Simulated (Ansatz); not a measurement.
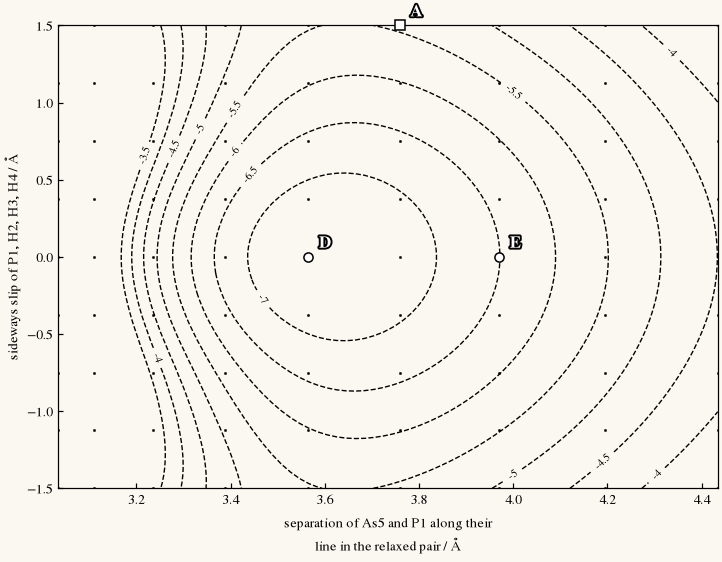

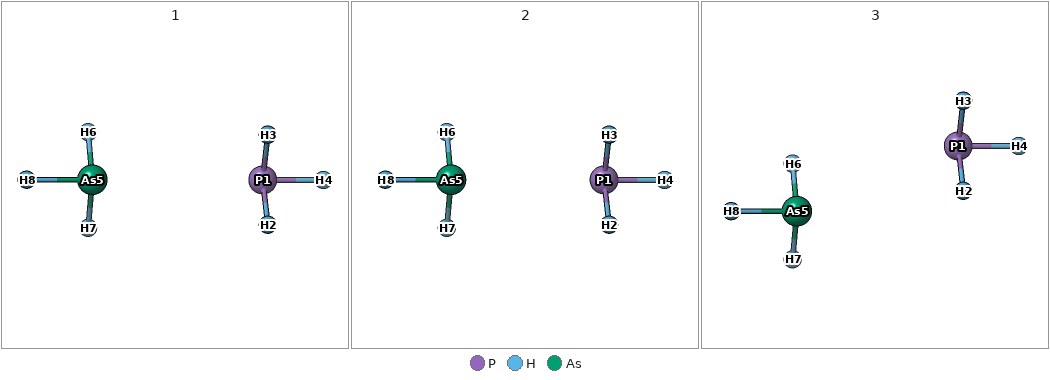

The pair H₃P···AsH₃. 
- Coordinates scanned: (1) separation of As5 and P1 along their line in the relaxed pair; (2) sideways slip of P1, H2, H3, H4.
- Nothing is relaxed (both partners rigid).
- The scan uses a 9 × 9 grid.
- Points are written as (first, second).
- Energies: kJ/mol, counted from the two partners far apart, frozen as in the relaxed pair, each in its own basis (no counterpoise correction).
- These are results of RKS PBE0-D4/def2-TZVPD in Ansatz 0.2.0, not measurements.

In the figure: contour lines labelled in kJ/mol (none above −3.5), dots at the grid points, lettered points. Between grid points the surface is interpolated. The numbered pictures are the structures at these points, in random order.

### Which structure belongs to which point?

A is structure 3: (3.759 Å, 1.500 Å), −5.4 kJ/mol; D is structure 2: (3.565 Å, 0.000 Å), −7.4 kJ/mol; E is structure 1: (3.970 Å, 0.000 Å), −6.5 kJ/mol.
